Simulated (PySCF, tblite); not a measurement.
C₄H₈F₂Si, SMILES F[C@@H]1CC[C@@H](F)[SiH2]1, geometry in Å:

```xyz
15

F     -0.5628    -1.8149    -1.3368
C     -0.8059    -1.1518    -0.1340
C     -1.1908     0.2957    -0.4281
C      0.0867     1.0863    -0.7083
C      1.0826     0.8076     0.4144
F      0.7531     1.5850     1.5243
Si     0.8405    -1.0516     0.8642
H     -1.6318    -1.6999     0.3282
H     -1.6889     0.7036     0.4529
H     -1.8788     0.3457    -1.2735
H     -0.1195     2.1550    -0.7834
H      0.5266     0.7476    -1.6475
H      2.0938     1.1215     0.1407
H      1.8596    -1.9067     0.2668
H      0.6312    -1.2151     2.2982
```

GIAO shifts, PBE0/pcSseg-1 in PySCF, at a GFN2-xTB geometry (a minimum by its frequencies), against CFCl₃ for ¹⁹F, TMS for ¹³C and TMS for ²⁹Si computed at the same level (¹⁹F: this reference is a hard case for the method, so all values can be off together by tens of ppm, and differences between signals are safer). Gas phase, fully decoupled, line heights follow the number of nuclei, widths are arbitrary (no quadrupolar broadening); values of one conformer, averaged over methyl-type rotors and exact or near symmetry; other conformers aren't averaged in.

> How many ¹⁹F lines appear, and where?

1 signal.


```tsv
δ (ppm)	nuclei	atoms
−245.9	2	F1, F6
```

> Predict the ¹³C spectrum.

2 signals.


| δ (ppm) | nuclei | atoms |
| --- | --- | --- |
| 92.2 | 2 | C2, C5 |
| 37.9 | 2 | C3, C4 |

> How many ²⁹Si lines appear, and where?

1 signal.


```tsv
δ (ppm)	nuclei	atoms
−23.6	1	Si7
```

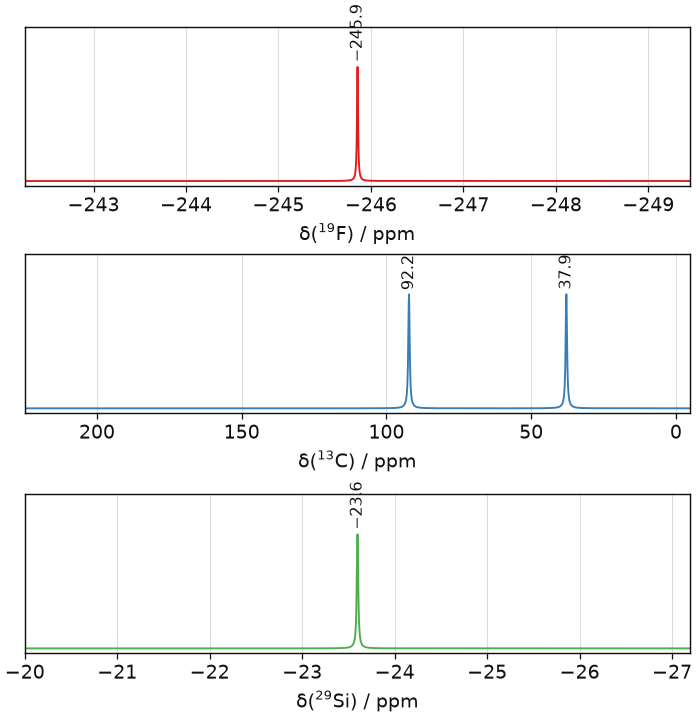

Note: the tight-binding geometry is rougher than a DFT one and adds to the error.
